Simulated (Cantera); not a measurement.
Feed: 1 mol SiH₂Cl₂, 0.89 mol O₂, 89 mol N₂, a varied amount of NO, equilibrated at 1525 K and 2.10 mbar.

Cantera equilibrium calculation (NASA polynomials, part measured and part estimated; ideal gas, pure solids and liquids). Candidate condensed phases: H₂O, NH₄Cl, Si, SiO₂, Si₂N₂O, Si₃N₄; 47 gas species. The tables hold silica as quartz up to 1696 K and as liquid above; real silica turns to tridymite and cristobalite and melts near 1996 K. The numbers say what is thermodynamically allowed, not how fast it happens.

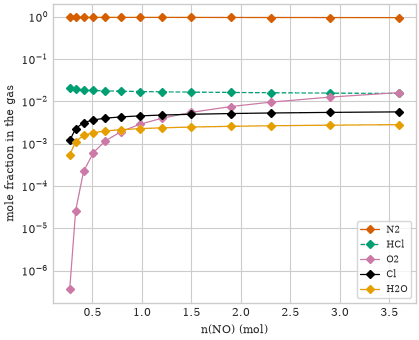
*Equilibrium gas composition (values under 1e-9 drawn at 1e-9)*

Read off the mole fractions at 0.33 mol NO.

N₂ about 0.98, HCl about 0.020, Cl about 0.0023, H₂O about 0.0011, O₂ about 2.6e-5.
